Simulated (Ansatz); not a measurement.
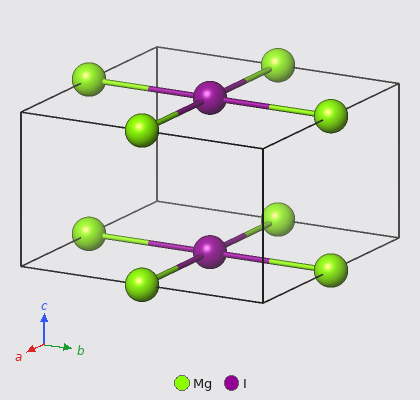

Mg₂I, space group P4/mmm (No. 123), a = 6.222 Å, b = 6.222 Å, c = 3.592 Å, α = 90.00°, β = 90.00°, γ = 90.00°. Source: the geometry relaxed with DFT PBE, scalar-relativistic, plane waves, PAW in Ansatz; the starting structure was generated, so it need not be a known form of this composition. Forms under 0.4 % of the area are left out.

**What shape follows from the Bravais–Friedel–Donnay–Harker rule?**

The forms computed, by share of the surface:

```csv
form,faces,d (Å),share of area (%)
{100},4,6.222,77.6
{001},2,3.592,22.4
```

Widths along a, b and c stand as 1.00 : 1.00 : 1.73.

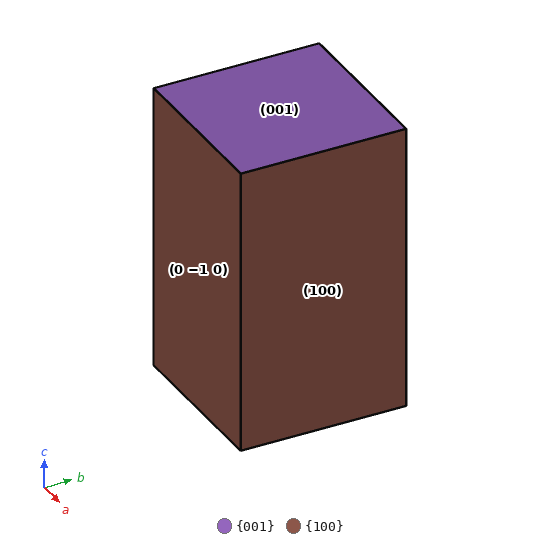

The computed shape, faces indexed. The rule is geometric and ignores bonding and growth conditions.
